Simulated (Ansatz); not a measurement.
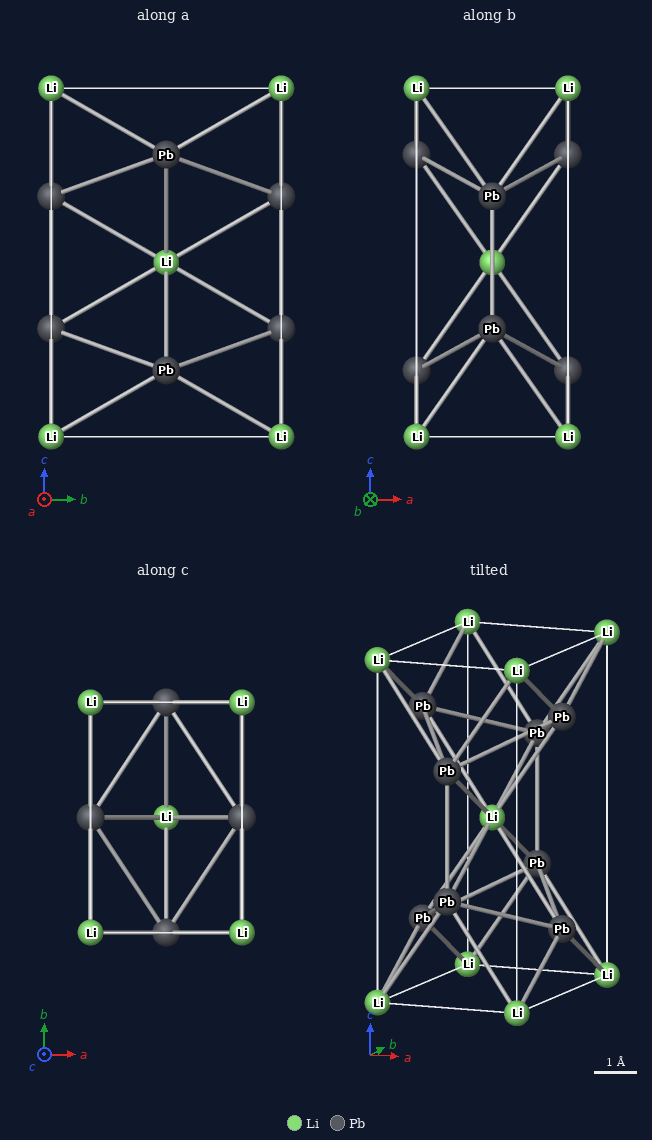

Crystal structure, ball-and-stick style, seen along the a axis, along the b axis, along the c axis and slightly off an axis. The conventional unit cell is outlined; an atom on or near a face, edge or corner is repeated at each equivalent position.

Lattice parameters: a = 3.627 Å, b = 5.512 Å, c = 8.342 Å, α = 90.00°, β = 90.00°, γ = 90.00°.

**Transcribe the picture into a table of Wyckoff sites, with free fractional coordinates to two decimals.**

Space group Immm (No. 71).
| atom | site | x | y | z |
| --- | --- | --- | --- | --- |
| Li | 2a | 0.00 | 0.00 | 0.00 |
| Pb | 4j | 0.00 | 0.50 | 0.81 |

Starting structure: a structure type filled with these elements by a generator (whether the compound takes this form wasn't checked). The final geometry of a relaxation with Ansatz 0.2.0, DFT PBE, scalar-relativistic, plane waves, PAW is shown.
